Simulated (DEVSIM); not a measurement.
Device: Al/Al2O3/p-Si capacitor, at 300 K.

```tsv
layer (left to right)	material	thickness (nm)	Na (cm⁻³)
1	Al2O3	9.40	-
2	Si	6700	7.3e15
```

Metal gate on the left, work function 4.1 eV. Fixed charge at the semiconductor interface 2.1e12 cm⁻² (in units of +e); interface traps 1e10 cm⁻² eV⁻¹, uniform in energy, neutral level at 0.7 of the gap above the valence band.

Constants are typed, rounded textbook-type inputs, not results; the design itself was drawn at random and stands for no fabricated device. Values at 300 K.

| parameter | Al2O3 | Si |
|---|---|---|
| gap (eV) | 6.8 | 1.124 |
| affinity (eV) | 1.35 | 4.05 |
| permittivity | 9 | 11.7 |
| Nc (cm⁻³) | - | 2.86e19 |
| Nv (cm⁻³) | - | 3.1e19 |

Model (solved in DEVSIM): 1D Poisson equation in equilibrium, Boltzmann statistics, complete ionisation; no quantum confinement or tunnelling. Metal contacts follow the ideal Schottky-Mott rule: no Fermi-level pinning, no interface dipoles.

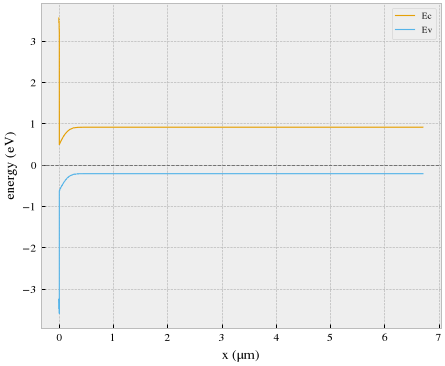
Figure. Band edges at -0.8 V on the gate

Energies count from the Fermi level of the right contact; mesh points crowd at the junctions.

```json
[
 {"x (μm)": "0.000", "Ec (eV)": "3.550", "Ev (eV)": "-3.250", "n (cm⁻³)": "< 1e2", "p (cm⁻³)": "< 1e2", "field (V/cm)": "-380000"},
 {"x (μm)": "0.001378", "Ec (eV)": "3.497", "Ev (eV)": "-3.303", "n (cm⁻³)": "< 1e2", "p (cm⁻³)": "< 1e2", "field (V/cm)": "-380000"},
 {"x (μm)": "0.004119", "Ec (eV)": "3.392", "Ev (eV)": "-3.408", "n (cm⁻³)": "< 1e2", "p (cm⁻³)": "< 1e2", "field (V/cm)": "-380000"},
 {"x (μm)": "0.007283", "Ec (eV)": "3.271", "Ev (eV)": "-3.530", "n (cm⁻³)": "< 1e2", "p (cm⁻³)": "< 1e2", "field (V/cm)": "-380000"},
 {"x (μm)": "0.009400", "Ec (eV)": "0.489", "Ev (eV)": "-0.635", "n (cm⁻³)": "1.7e11", "p (cm⁻³)": "6.8e8", "field (V/cm)": "-170000"},
 {"x (μm)": "0.01095", "Ec (eV)": "0.494", "Ev (eV)": "-0.630", "n (cm⁻³)": "1.4e11", "p (cm⁻³)": "8.1e8", "field (V/cm)": "30000"},
 {"x (μm)": "0.01456", "Ec (eV)": "0.505", "Ev (eV)": "-0.619", "n (cm⁻³)": "9.5e10", "p (cm⁻³)": "1.2e9", "field (V/cm)": "29000"},
 {"x (μm)": "0.02823", "Ec (eV)": "0.543", "Ev (eV)": "-0.581", "n (cm⁻³)": "2.1e10", "p (cm⁻³)": "5.5e9", "field (V/cm)": "28000"},
 {"x (μm)": "0.05489", "Ec (eV)": "0.613", "Ev (eV)": "-0.511", "n (cm⁻³)": "1.4e9", "p (cm⁻³)": "8.1e10", "field (V/cm)": "25000"},
 {"x (μm)": "0.1208", "Ec (eV)": "0.751", "Ev (eV)": "-0.373", "n (cm⁻³)": "6900000", "p (cm⁻³)": "1.7e13", "field (V/cm)": "17000"},
 {"x (μm)": "0.2710", "Ec (eV)": "0.892", "Ev (eV)": "-0.232", "n (cm⁻³)": "30000", "p (cm⁻³)": "3.9e15", "field (V/cm)": "3100"},
 {"x (μm)": "0.8398", "Ec (eV)": "0.908", "Ev (eV)": "-0.216", "n (cm⁻³)": "16000", "p (cm⁻³)": "7.3e15", "field (V/cm)": "≈ 0"},
 {"x (μm)": "1.948", "Ec (eV)": "0.908", "Ev (eV)": "-0.216", "n (cm⁻³)": "16000", "p (cm⁻³)": "7.3e15", "field (V/cm)": "≈ 0"},
 {"x (μm)": "4.155", "Ec (eV)": "0.908", "Ev (eV)": "-0.216", "n (cm⁻³)": "16000", "p (cm⁻³)": "7.3e15", "field (V/cm)": "≈ 0"},
 {"x (μm)": "5.903", "Ec (eV)": "0.908", "Ev (eV)": "-0.216", "n (cm⁻³)": "16000", "p (cm⁻³)": "7.3e15", "field (V/cm)": "≈ 0"},
 {"x (μm)": "6.365", "Ec (eV)": "0.908", "Ev (eV)": "-0.216", "n (cm⁻³)": "16000", "p (cm⁻³)": "7.3e15", "field (V/cm)": "≈ 0"},
 {"x (μm)": "6.567", "Ec (eV)": "0.908", "Ev (eV)": "-0.216", "n (cm⁻³)": "16000", "p (cm⁻³)": "7.3e15", "field (V/cm)": "≈ 0"},
 {"x (μm)": "6.649", "Ec (eV)": "0.908", "Ev (eV)": "-0.216", "n (cm⁻³)": "16000", "p (cm⁻³)": "7.3e15", "field (V/cm)": "≈ 0"},
 {"x (μm)": "6.691", "Ec (eV)": "0.908", "Ev (eV)": "-0.216", "n (cm⁻³)": "16000", "p (cm⁻³)": "7.3e15", "field (V/cm)": "≈ 0"},
 {"x (μm)": "6.702", "Ec (eV)": "0.908", "Ev (eV)": "-0.216", "n (cm⁻³)": "16000", "p (cm⁻³)": "7.3e15", "field (V/cm)": "≈ 0"},
 {"x (μm)": "6.707", "Ec (eV)": "0.908", "Ev (eV)": "-0.216", "n (cm⁻³)": "16000", "p (cm⁻³)": "7.3e15", "field (V/cm)": "≈ 0"},
 {"x (μm)": "6.709", "Ec (eV)": "0.908", "Ev (eV)": "-0.216", "n (cm⁻³)": "16000", "p (cm⁻³)": "7.3e15", "field (V/cm)": "≈ 0"}
]
```
